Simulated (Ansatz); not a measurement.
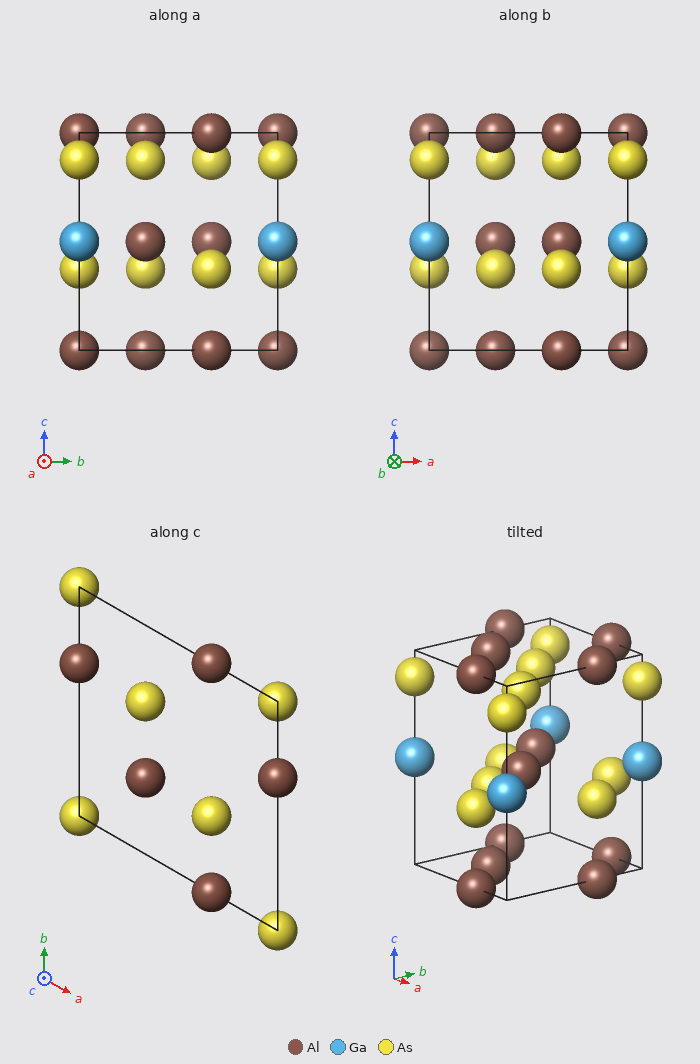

Drawn in the spheres-only manner and seen along the a axis, along the b axis, along the c axis and slightly off an axis. The conventional unit cell is drawn as a box.

Lattice parameters: a = 7.0028 Å, b = 7.0028 Å, c = 6.6482 Å, α = 90.000°, β = 90.000°, γ = 120.000°.

From the views, write a CIF with its space group and independent sites, with free fractional coordinates to two decimals.

```cif
data_structure
_symmetry_space_group_name_H-M 'P 3 1 m'
_symmetry_Int_Tables_number 157
_cell_length_a 7.0028
_cell_length_b 7.0028
_cell_length_c 6.6482
_cell_angle_alpha 90.000
_cell_angle_beta 90.000
_cell_angle_gamma 120.000
_cell_volume 282.34
loop_
_atom_site_label
_atom_site_type_symbol
_atom_site_symmetry_multiplicity
_atom_site_Wyckoff_symbol
_atom_site_fract_x
_atom_site_fract_y
_atom_site_fract_z
_atom_site_occupancy
Al1 Al 3 c 0.33 0.33 0.00 1
Al2 Al 2 b 0.6667 0.3333 0.50 1
Ga1 Ga 1 a 0.00 0.00 0.50 1
As1 As 3 c 0.33 0.33 0.37 1
As2 As 2 b 0.6667 0.3333 0.87 1
As3 As 1 a 0.00 0.00 0.88 1
```

Source of the structure: a structure type filled with these elements by a generator (whether the compound takes this form wasn't checked). Earlier steps of the study, as a rule a relaxation of our own, may have changed the cell and positions, so they can lie some per cent off the listed ones. A calculation with Ansatz used it as input.
